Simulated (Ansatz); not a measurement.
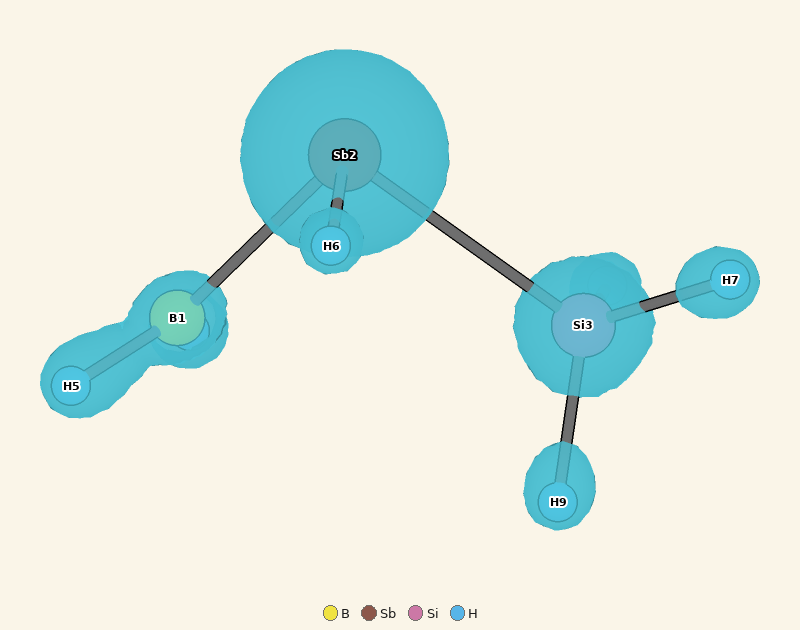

The picture shows: BH6SbSi (SMILES [BH2][SbH][SiH3]). Isosurface of the electron density at 1 e/Å³ (cyan), seen from one side.

Geometry: PBE0-D4/def2-TZVP; core potentials replace the inner electrons of Sb.

Method: RKS PBE0-D4/def2-TZVPP (Ansatz 0.2.0).

```xyz
9

B    -1.2558    1.0284   -0.9202
Sb    0.9381    0.8971   -0.8491
Si    0.7522   -1.1987    0.6161
H    -1.8619    0.1137   -1.3925
H    -1.8357    2.0075   -0.5636
H     1.1570    1.9861    0.4442
H     2.0821   -1.4881    1.2124
H     0.3558   -2.3182   -0.2763
H    -0.2432   -1.0740    1.7119
```

Q: Which contacts does the surface bridge?

A: At this value the surface falls into seven separate pieces. It bridges the sampled B–H (1.19 Å) contacts, where the density stays above the isovalue. It is pinched off along the sampled B–Sb (2.20 Å), Si–Sb (2.56 Å) and Si–H (1.49 Å) contacts. On the grid the lowest density along these lines, outside the cores, is 0.7 e/Å³ (B–Sb, 2.20 Å), 0.51 e/Å³ (Si–Sb, 2.56 Å), 1.2 e/Å³ (B–H, 1.19 Å) and 0.79 e/Å³ (Si–H, 1.49 Å).
